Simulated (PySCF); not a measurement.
Molecule: SMILES C1=CN=C[N]1, doublet. Atoms near the plane z = 0.0 Å, at the B3LYP/def2-SVP optimised geometry (x, y, z in Å): C1 (1.1, 0.8, 0.0), C2 (0.6, -0.6, 0.0), N3 (-0.7, -0.6, 0.0), C4 (-1.1, 0.7, 0.0), N5 (0.0, 1.6, 0.0), H6 (2.1, 1.1, 0.0), H7 (1.2, -1.6, 0.0), H8 (-2.1, 1.0, 0.0).

Computed with PySCF 2.14.0 with unrestricted B3LYP/def2-TZVP. Cells within 0.4 Å of a nucleus heavier than hydrogen are left out (blank, or x). The values are rescaled to run from 0 to 1.

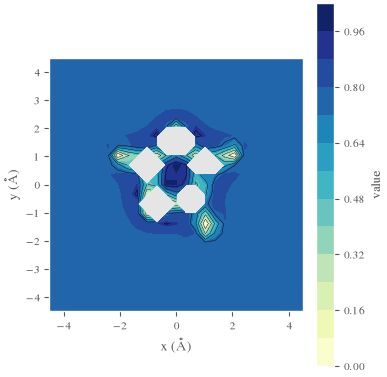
a field on the plane z = 0.0 Å.

Problem. Which quantity is mapped?
(A) an orbital amplitude
(B) electrostatic potential
(C) log10 of the electron density
(D) Laplacian of the electron density

Solution. D, Laplacian of the electron density. In full: Laplacian of the electron density (e/bohr⁵), clipped to [-1.50, 1.50].
